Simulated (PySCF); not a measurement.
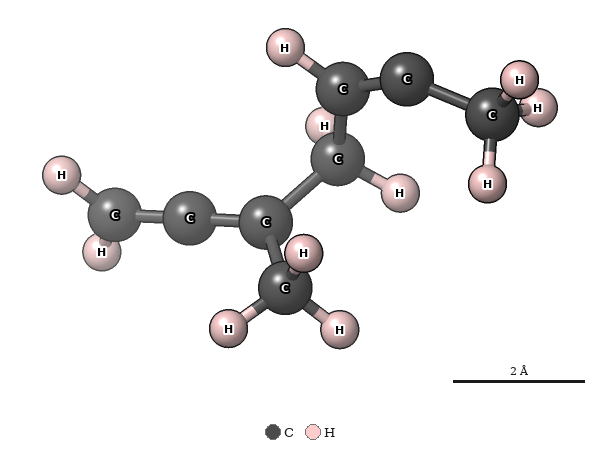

Figure 1. The input geometry (ball-and-stick view, seen at a tilt).

**Run report: C8H11, EPR calculation**

- system: C8H11, multiplicity 2
- method: UKS B3LYP, pcH-1 on C H, non-relativistic, mean-field spin-orbit, GIAO (PySCF 2.14.0)

It belongs to a series of runs on one base structure; here: H added to sp C.

The input:
```
{"job": {"kind": "epr", "basis": "pcH-1"}, "charge": 0, "multiplicity": 2}
C     -3.027673     1.883117    -0.119593
C     -2.070610     1.012517    -0.068840
C     -1.117553     0.126189    -0.039057
C     -1.115497    -1.015583     0.938374
C      0.082049     0.227949    -0.937554
C      1.271987     0.781687    -0.138097
C      2.344178     0.125553     0.160662
C      2.991001    -1.171464    -0.006610
H     -3.011941     2.784167     0.474840
H     -3.889491     1.747606    -0.755629
H     -0.219153    -0.965258     1.556102
H     -1.108603    -1.966112     0.404666
H     -1.991562    -0.978784     1.580613
H      0.342244    -0.756680    -1.328182
H     -0.119391     0.907188    -1.767689
H      1.124354     1.805060     0.184470
H      2.378593    -1.973095     0.414447
H      3.171042    -1.376895    -1.064804
H      3.956223    -1.187911     0.504418
```

The first line tells a small driver script what to run in PySCF; the rest is the geometry in Å.

Hardware: 1 CPU thread, shared host.

Run as:
```bash
OMP_NUM_THREADS=1 python <driver script> task.json out
```

Output:
```
UKS, coarse grid
  cycle   1  E = -311.28226339  |g| = 3.45e-01
  cycle   2  E = -311.28232158  |g| = 3.55e-01
  cycle   3  E = -311.34894752  |g| = 5.73e-02
  cycle   4  E = -311.34951224  |g| = 4.87e-02
  cycle   5  E = -311.35076811  |g| = 7.70e-03
  cycle   6  E = -311.35081502  |g| = 3.91e-03
  cycle   7  E = -311.35082911  |g| = 2.35e-03
  cycle   8  E = -311.35083754  |g| = 1.16e-03
  cycle   9  E = -311.35083944  |g| = 5.29e-04
UKS, final grid
  cycle   1  E = -311.35078672  |g| = 6.26e-04
  cycle   2  E = -311.35078656  |g| = 9.58e-04
  cycle   3  E = -311.35078704  |g| = 1.61e-04
  cycle   4  E = -311.35078707  |g| = 9.25e-05
  cycle   5  E = -311.35078710  |g| = 3.56e-05
  cycle   6  E = -311.35078710  |g| = 1.41e-05
E = -311.35078710 Eh   <S^2> = 0.7588 (exact 0.7500)
g shifts (ppm)      1          2          3
  rmc          -153       -153       -153
  gc             34         15        -28
  oz_so        -569        -10        695
  total        -688       -147        513
hyperfine (MHz)  atom isotope    a_iso     a_fc   dipolar eigenvalues
    0   13C      -0.95      -0.95     -0.34      0.05      0.28
    1   13C       2.93       2.93     -1.66     -1.10      2.76
    2   13C      -6.89      -6.89     -1.59      0.29      1.31
    3   13C       0.19       0.19     -0.34     -0.24      0.58
    4   13C      78.07      78.07     -8.65     -7.89     16.54
    5   13C      -8.10      -8.10    -18.38      1.76     16.62
    6   13C     272.71     272.71    -81.35    -60.54    141.89
    7   13C      15.83      15.83     -5.76     -3.29      9.04
    8    1H       3.26       3.26     -0.50     -0.25      0.75
    9    1H       2.99       2.99     -0.43     -0.25      0.68
   10    1H      -0.70      -0.70     -1.90     -1.71      3.61
   11    1H      -0.87      -0.87     -1.06     -0.84      1.90
   12    1H      -0.09      -0.09     -0.66     -0.52      1.19
   13    1H      -6.69      -6.69     -5.99     -0.94      6.92
   14    1H      -5.48      -5.48     -4.17     -1.57      5.74
   15    1H     107.45     107.45     -6.22     -5.38     11.59
   16    1H      48.57      48.57     -5.60     -3.04      8.64
   17    1H      43.96      43.96     -5.66     -3.15      8.81
   18    1H      98.99      98.99     -7.24     -6.07     13.31
```

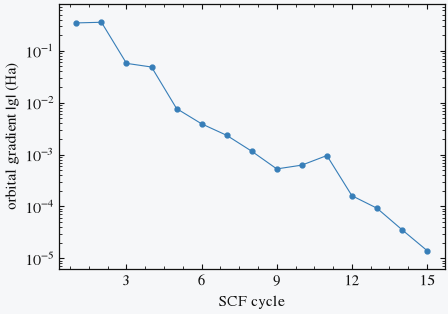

Figure 2. Convergence of the self-consistent field: orbital gradient |g| against the SCF cycle. All cycles printed in the log are drawn one after another.

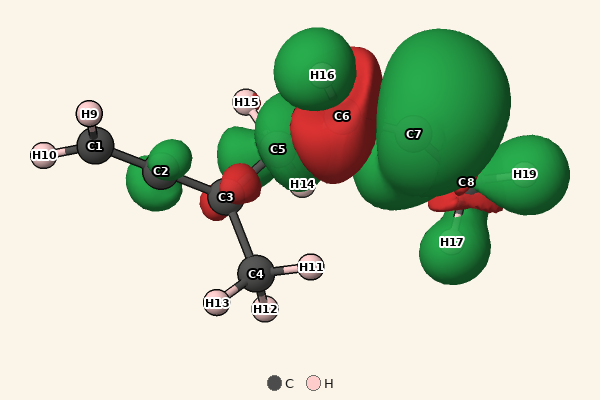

Figure 3. Isosurfaces of the spin density at +0.005 (green) and −0.005 e/Å³ (red), seen at a tilt. The unpaired spin (1 electron) lies mostly on C7 (about 0.7) and C8 (about 0.1), in electrons by Hirshfeld's partition.

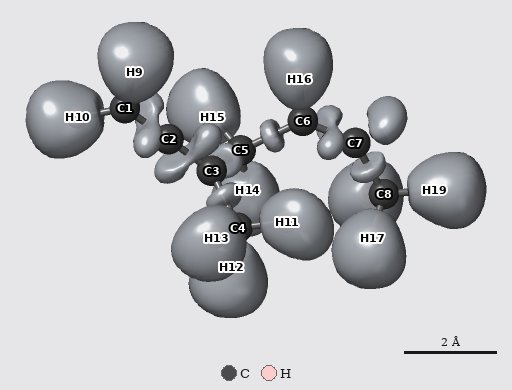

Figure 4. Isosurface of the electron localisation function at 0.85 (grey), seen at a tilt. Core shells and regions of very low density are left out. Along the contacts the grid gives the following. C–C (1.29 Å): the ELF peaks at about 0.90 between the atoms; a double or triple bond. C–H (1.08 Å): the ELF climbs to about 1 towards the hydrogen, as it does in any bond to H; a covalent bond by its length.

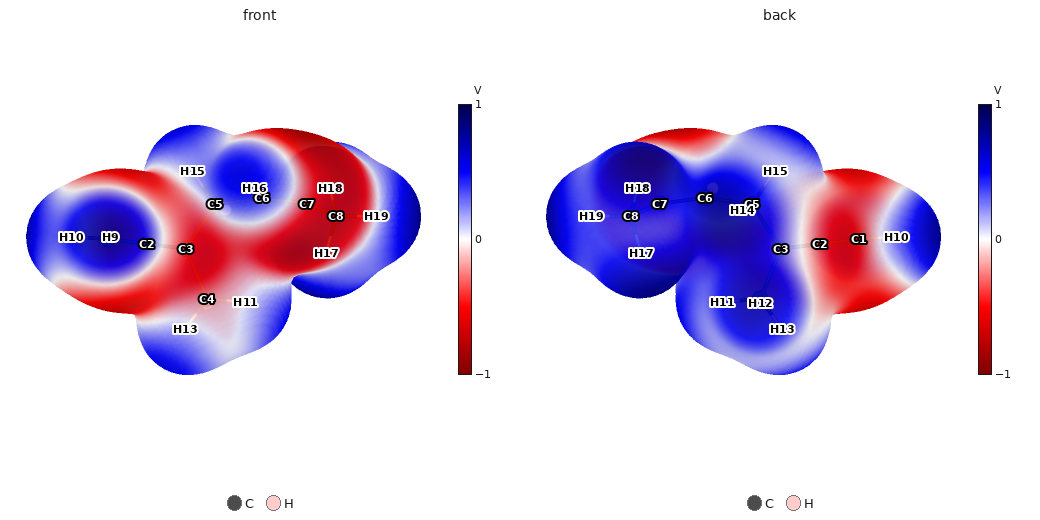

Figure 5. The molecular electrostatic potential painted on the density surface at 0.002 e/bohr³, seen at a tilt and from behind; red is negative and blue positive. A positive charge is drawn to the negative regions and a negative charge to the positive ones.

Summary:

```csv
quantity,value
outcome,converged
total energy,−311.350787 hartree
⟨S²⟩,0.759
isotropic g,2.0022
wall time,94 s
peak memory,1.1 GiB
```
